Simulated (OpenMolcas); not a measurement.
# [SiF5]− (SMILES F[Si-](F)(F)(F)F): levels of theory compared

Wanted: a comparison of 6 runs (HF/6-31G*, BLYP/6-31G*, M06-2X/6-31G*, PBE/6-31G*, r2SCAN/6-31G*, revPBE/6-31G*) of [SiF5]−. 

The results are computed with OpenMolcas 26.06.

**1. Starting point**

[SiF5]− has 6 atoms, charge -1, and is taken as a singlet. As SMILES, `F[Si-](F)(F)(F)F`. Geometry: relaxed at PBE0-D4/def2-TZVPD.

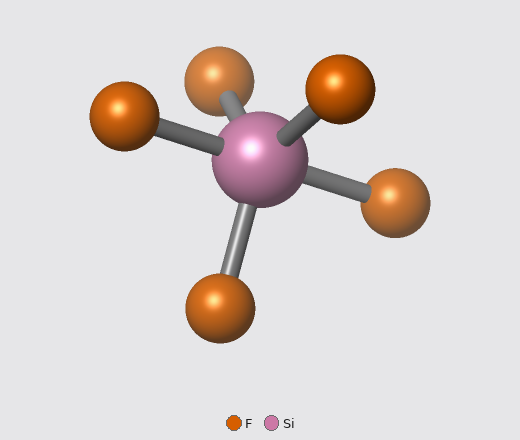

The structure, seen from a chosen angle (fluorine orange, silicon pink).

**2. Energy and gradient at HF/6-31G(d) (spherical functions) (run 1)**

Input file job.inp:

```
&GATEWAY
  BasLib=$CurrDir
  Coord
  6
  angstrom
  F       -0.716900      -1.106000       1.023500
  Si       0.000000       0.000000       0.000000
  F       -1.466700       0.583500      -0.396400
  F        0.651500      -1.218400      -0.860200
  F        0.716500       1.105800      -1.024000
  F        0.815500       0.635100       1.257000
  Basis=6-31Gs
  Group=NoSym

&SEWARD

&SCF
  Charge=-1
  Thresholds=1e-10 1e-07 1e-07 1e-05
  PrOrbitals=1 1

&ALASKA
```

The basis set 6-31G* is read from a file made from the Basis Set Exchange's data (not shown).

Run with:

```
$ export MOLCAS_MEM=1860
$ pymolcas job.inp > job.log
```

The program printed:

```text
--- Start Module: gateway ---
[...]
--- Stop Module: gateway /rc=_RC_ALL_IS_WELL_ ---
[...]
      Basis functions           88
[...]
--- Start Module: scf ---
[...]
       Convergence after  15 Iterations
[...]
::    Total SCF energy                               -786.4586581617
[...]
      Total spin, S                                     0.0000000000
[...]
      Total electronic charge=   60.000000
      Total            charge=   -1.000000
[...]
      Dipole Moment (debye):
      Origin of the operator (angstrom)=   -0.0000    0.0000   -0.0000
                   X=  3.7318E-04               Y=  1.6117E-04               Z=  5.1227E-04           Total=  6.5395E-04
      Center of Charge (angstrom)
[...]
--- Stop Module: scf /rc=_RC_ALL_IS_WELL_ ---
[...]
--- Start Module: alaska ---
[...]
 *              Molecular gradients               *
 **************************************************
  Irreducible representation: a
 ------------------------------------------------------------------------------------------
                              X                       Y                       Z
 ------------------------------------------------------------------------------------------
  F1               -3.80795728501937E-03   -5.84479967225349E-03    5.40228161188594E-03
  SI2               3.01690473253431E-05    2.63525053563179E-05    5.35701453589852E-05
  F3               -5.87598877016404E-03    2.33845436342506E-03   -1.57664235055055E-03
  F4                2.62814872290917E-03   -4.88771823876633E-03   -3.45901636703516E-03
  F5                3.77967102827448E-03    5.83794066959342E-03   -5.42923589700806E-03
  F6                3.24595725669496E-03    2.52977037269808E-03    5.00904285751957E-03
 ------------------------------------------------------------------------------------------
[...]
```

Run time: 7.2 s. Hardware: 1 thread of Intel Xeon 6975P-C (Granite Rapids), shared host; peak memory 0.48 GiB.

**3. Energy and gradient at BLYP/6-31G(d) (spherical functions) (run 2)**

Input file mol.input:

```
* F5Si Kohn-Sham DFT
&gateway
baslib
$CurrDir
basisset
F.6-31Gs....
F1 -0.716900 -1.106000 1.023500 angstrom
F3 -1.466700 0.583500 -0.396400 angstrom
F4 0.651500 -1.218400 -0.860200 angstrom
F5 0.716500 1.105800 -1.024000 angstrom
F6 0.815500 0.635100 1.257000 angstrom
End of Basis
basisset
Si.6-31Gs....
Si2 0.000000 0.000000 0.000000 angstrom
End of Basis
&seward
gridinput
Grid=UltraFine
End of Grid
&scf
charge
-1
ksdft
BLYP
thresholds
1e-10 1e-07 1e-07 1e-05
prorbitals
1
&alaska
```

The basis set 6-31G* is read from a file made from the Basis Set Exchange's data (not shown).

Run with:

```
$ export MOLCAS_MEM=1860
$ pymolcas mol.input > mol.log
```

The program printed:

```text
--- Start Module: gateway ---
[...]
--- Stop Module: gateway /rc=_RC_ALL_IS_WELL_ ---
[...]
      Basis functions           88
[...]
--- Start Module: scf ---
[...]
       Convergence after  17 Iterations
[...]
::    Total KS-DFT energy                            -788.9616248469
[...]
      Total spin, S                                     0.0000000000
[...]
      Total electronic charge=   60.000000
      Total            charge=   -1.000000
[...]
      Dipole Moment (debye):
      Origin of the operator (angstrom)=   -0.0000   -0.0000   -0.0000
                   X=  3.5043E-04               Y=  1.7893E-04               Z=  5.0113E-04           Total=  6.3714E-04
      Center of Charge (angstrom)
[...]
--- Stop Module: scf /rc=_RC_ALL_IS_WELL_ ---
[...]
--- Start Module: alaska ---
[...]
 *              Molecular gradients               *
 **************************************************
  Irreducible representation: a
 ------------------------------------------------------------------------------------------
                              X                       Y                       Z
 ------------------------------------------------------------------------------------------
  F1                6.51146581847151E-03    1.00727367826430E-02   -9.32522821818438E-03
  F3                1.93909029475101E-02   -7.71381552100259E-03    5.25105001952486E-03
  F4               -8.59477663975383E-03    1.61005494631432E-02    1.13600372211220E-02
  F5               -6.53019044448833E-03   -1.00747154322320E-02    9.31035486717136E-03
  F6               -1.08024241225735E-02   -8.41174376416376E-03   -1.66464316291410E-02
  SI2               2.50224409625697E-05    2.69884715443790E-05    5.02177395726132E-05
 ------------------------------------------------------------------------------------------
[...]
```

It took 19 s on 1 thread of Intel Xeon 6975P-C (Granite Rapids), shared host; peak memory 0.48 GiB.

Run 3 isn't shown in full; the table further down has it.

**4. Energy and forces at PBE/6-31G(d) (spherical functions) (run 4)**

Input file test.input:

```
* F5Si Kohn-Sham DFT

&GATEWAY
 BasLib = $CurrDir
 Coord
 6
 bohr
 F     -1.35474466    -2.09003709     1.93413469
 Si     0.00000000     0.00000000     0.00000000
 F     -2.77166131     1.10265519    -0.74908744
 F      1.23115657    -2.30244231    -1.62554241
 F      1.35398877     2.08965915    -1.93507955
 F      1.54107165     1.20016506     2.37538574
 Basis = 6-31Gs
 Group = NoSym

&SEWARD
 GridInput
 Grid=UltraFine
 End of Grid

&SCF
 Charge = -1
 KSDFT = PBE
 Thresholds = 1e-10 1e-07 1e-07 1e-05
 PrOrbitals = 1 2

&ALASKA
```

The basis set 6-31G* is read from a file made from the Basis Set Exchange's data (not shown).

Run with:

```
$ export MOLCAS_MEM=1860
$ pymolcas test.input > test.log
```

The program printed:

```text
--- Start Module: gateway ---
[...]
--- Stop Module: gateway /rc=_RC_ALL_IS_WELL_ ---
[...]
      Basis functions           88
[...]
--- Start Module: scf ---
[...]
       Convergence after  16 Iterations
[...]
::    Total KS-DFT energy                            -788.3910633401
[...]
      Total spin, S                                     0.0000000000
[...]
      Total electronic charge=   60.000000
      Total            charge=   -1.000000
[...]
      Dipole Moment (debye):
      Origin of the operator (angstrom)=   -0.0000    0.0000   -0.0000
                   X=  3.4545E-04               Y=  1.7780E-04               Z=  4.9649E-04           Total=  6.3044E-04
      Center of Charge (angstrom)
[...]
--- Stop Module: scf /rc=_RC_ALL_IS_WELL_ ---
[...]
--- Start Module: alaska ---
[...]
 *              Molecular gradients               *
 **************************************************
  Irreducible representation: a
 ------------------------------------------------------------------------------------------
                              X                       Y                       Z
 ------------------------------------------------------------------------------------------
  F1                5.29589167276434E-03    8.19824017161608E-03   -7.59414368506128E-03
  SI2               3.20699046910873E-05    3.16082498161042E-05    6.01432858710724E-05
  F3                1.72140733230286E-02   -6.84815349259793E-03    4.66221748567275E-03
  F4               -7.62942669159372E-03    1.42924404734650E-02    1.00827582034135E-02
  F5               -5.31816020754938E-03   -8.20295732275866E-03    7.57369566817800E-03
  F6               -9.59444800120579E-03   -7.47117807977737E-03   -1.47846709581039E-02
 ------------------------------------------------------------------------------------------
[...]
```

Wall time 18 s (1 thread of Intel Xeon 6975P-C (Granite Rapids), shared host); peak memory 0.48 GiB.

Run 5 isn't shown in full; the table further down has it.

**5. Energy and forces at revPBE/6-31G(d) (spherical functions) (run 6)**

Input file struct.xyz:

```xyz
6

F     -0.716900    -1.106000     1.023500
Si     0.000000     0.000000     0.000000
F     -1.466700     0.583500    -0.396400
F      0.651500    -1.218400    -0.860200
F      0.716500     1.105800    -1.024000
F      0.815500     0.635100     1.257000
```

Input file test.inp:

```
&GATEWAY
 BasLib = $CurrDir
 Coord = struct.xyz
 Basis = 6-31Gs
 Group = NoSym

&SEWARD
 GridInput
 Grid=UltraFine
 End of Grid

&SCF
 Charge = -1
 KSDFT = revPBE
 Thresholds = 1e-10 1e-07 1e-07 1e-05
 PrOrbitals = 1

&ALASKA
```

The basis set 6-31G* is read from a file made from the Basis Set Exchange's data (not shown).

Run with:

```
$ export MOLCAS_MEM=1860
$ pymolcas test.inp > test.log
```

The program printed:

```text
--- Start Module: gateway ---
[...]
--- Stop Module: gateway /rc=_RC_ALL_IS_WELL_ ---
[...]
      Basis functions           88
[...]
--- Start Module: scf ---
[...]
       Convergence after  17 Iterations
[...]
::    Total KS-DFT energy                            -788.7634943433
[...]
      Total spin, S                                     0.0000000000
[...]
      Total electronic charge=   60.000000
      Total            charge=   -1.000000
[...]
      Dipole Moment (debye):
      Origin of the operator (angstrom)=   -0.0000    0.0000   -0.0000
                   X=  3.4457E-04               Y=  1.7712E-04               Z=  4.9548E-04           Total=  6.2897E-04
      Center of Charge (angstrom)
[...]
--- Stop Module: scf /rc=_RC_ALL_IS_WELL_ ---
[...]
--- Start Module: alaska ---
[...]
 *              Molecular gradients               *
 **************************************************
  Irreducible representation: a
 ------------------------------------------------------------------------------------------
                              X                       Y                       Z
 ------------------------------------------------------------------------------------------
  F1                7.61007989803986E-03    1.17694100213406E-02   -1.08997088357690E-02
  SI2               3.30211399450238E-05    3.24173078275378E-05    6.16566413926642E-05
  F3                2.19062123592373E-02   -8.71502759755494E-03    5.93042060922944E-03
  F4               -9.71386219430492E-03    1.81902283020712E-02    1.28340770624433E-02
  F5               -7.63222976383204E-03   -1.17740136247306E-02    1.08794408495569E-02
  F6               -1.22032214392380E-02   -9.50301440906109E-03   -1.88058863269234E-02
 ------------------------------------------------------------------------------------------
[...]
```

Run time: 19 s. Hardware: 1 thread of Intel Xeon 6975P-C (Granite Rapids), shared host; peak memory 0.48 GiB.

**6. Overview of the runs**

| run | level | integration grid | energy (Eh) | HOMO energy (eV) | LUMO energy (eV) | HOMO–LUMO gap (eV) | wall time |
| --- | --- | --- | --- | --- | --- | --- | --- |
| 1 | HF/6-31G* (spherical functions) | – | -786.458658 | -10.11 | 11.57 | 21.67 | 7.2 s |
| 2 | BLYP/6-31G* (spherical functions) | UltraFine | -788.961625 | -1.65 | 6.99 | 8.64 | 19 s |
| 3 | M06-2X/6-31G* (spherical functions) | UltraFine | -788.851977 | -6.31 | 8.85 | 15.16 | 22 s |
| 4 | PBE/6-31G* (spherical functions) | UltraFine | -788.391063 | -1.79 | 6.95 | 8.73 | 18 s |
| 5 | r2SCAN/6-31G* (spherical functions) | UltraFine | -788.803981 | -2.47 | 7.58 | 10.05 | 23 s |
| 6 | revPBE/6-31G* (spherical functions) | UltraFine | -788.763494 | -1.73 | 7.10 | 8.83 | 19 s |

**7. Results**

| quantity | value |
| --- | --- |
| run 6: total energy | -788.76349 Eh |
| run 6: HOMO energy | -1.73 eV |
| run 6: LUMO energy | 7.10 eV |
| run 6: HOMO–LUMO gap (to an unbound level, set by the basis) | 8.83 eV |
| run 6: largest force on an atom | 1.252 eV/Å |

The HOMO–LUMO gap runs from 8.64 eV (BLYP/6-31G*) to 21.67 eV (HF/6-31G*). Exact exchange widens orbital gaps. The empty levels of an anion lie above zero and hang on the basis. Totals of different functionals can't be ranked against each other. All runs together took 1.8 min, the longest 23 s.
